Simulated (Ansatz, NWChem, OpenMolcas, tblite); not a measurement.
**C2H3F3 (1,1,1-trifluoroethane): methods side by side**

C2H3F3 has 8 atoms, charge 0, and is taken as a singlet. As SMILES, `CC(F)(F)F`. Geometry: relaxed at PBE0-D4/def2-TZVP.

Quantity: the vertical energy of the triplet above the singlet, in eV. The values are calculated.

| level | kind | program | value (eV) |
| --- | --- | --- | --- |
| GFN1-xTB | semi-empirical | tblite | 10.13 |
| revPBE/cc-pVDZ | GGA | Ansatz | 10.57 |
| r2SCAN/cc-pVDZ | meta-GGA | OpenMolcas | 10.94 |
| r2SCAN0/cc-pVDZ | hybrid meta-GGA | Ansatz | 11.38 |
| wB97M-V/cc-pVDZ | range-separated hybrid | Ansatz | 11.64 |
| PBE-QIDH/cc-pVDZ | double hybrid | Ansatz | 11.74 |
| RPA@PBE/cc-pVDZ | RPA | Ansatz | 11.26 |
| MP2/cc-pVDZ | perturbation theory | NWChem | 11.84 |
| MP3/cc-pVDZ | perturbation theory | NWChem | 11.90 |
| BCCD(T)/cc-pVDZ | coupled cluster or CI | Ansatz | 11.71 |

The values span 10.13 to 11.90 eV. A triplet this far above the singlet is often a Rydberg-like or dissociative state; sets without diffuse functions put Rydberg states too high.

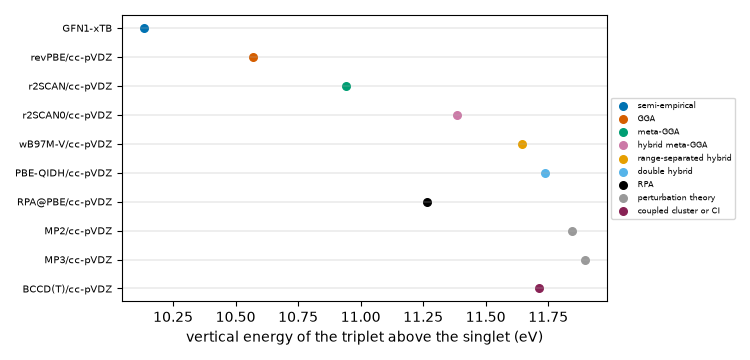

The values of the table, level by level.
